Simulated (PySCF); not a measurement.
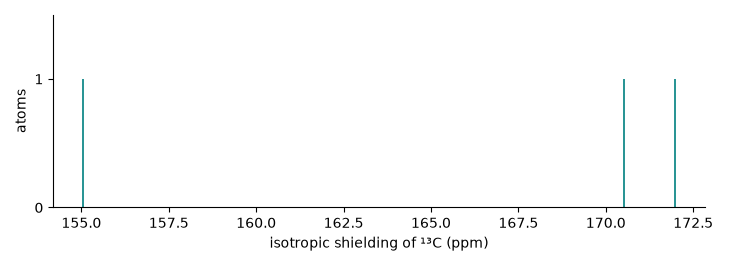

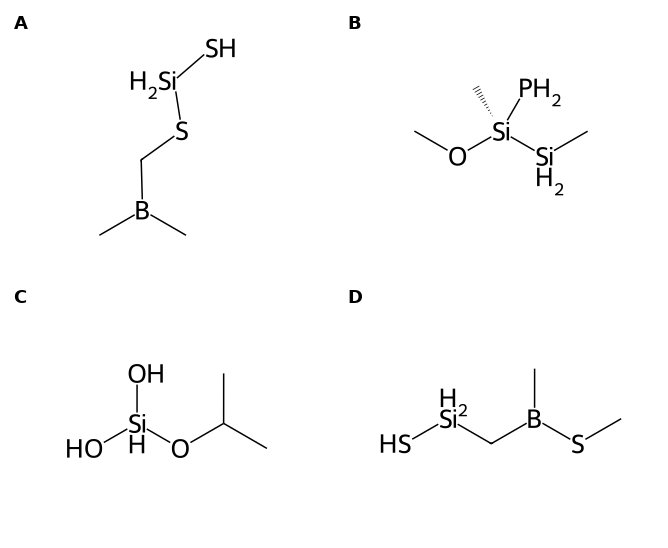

The sticks are computed shieldings of one of the molecules, for one fixed geometry (GFN2-xTB) without averaging over rotations. Low shielding means a high chemical shift. Method: GIAO PBE0/pcSseg-1 NMR shielding, non-relativistic, gas phase (PySCF 2.14.0).

Question: Which molecule gives this pattern?

Answer: A, `CB(C)CS[SiH2]S`. Its 3 C atoms give lines at 155.0, 170.5, 172.0 ppm.

The geometry is semi-empirical. Around B, Si such bond lengths and angles can be off by a tenth of an ångström or more and by several degrees, and values that hang on the shape move with them.
